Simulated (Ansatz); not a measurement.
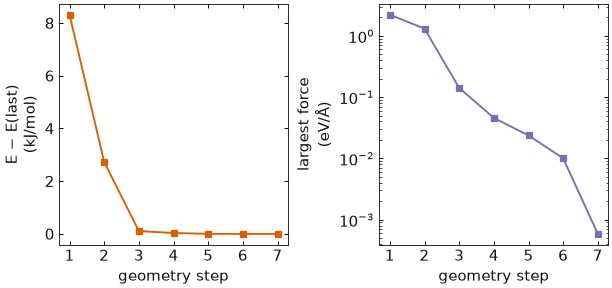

History of a geometry optimisation.

SiF4 (SMILES F[Si](F)(F)F); HF/def2-SVP, Gaussian basis in Ansatz.

How did the optimisation end?

Answer. The optimisation met its thresholds at geometry 7, counting the start as the first. The energy fell by about 8.3 kJ/mol from the first step to the last. The largest force goes from about 2.2 eV/Å at the start to 6 × 10⁻⁴ eV/Å at the end.

By which step was nine tenths of the energy gained?

Answer. By step 3 of 7.
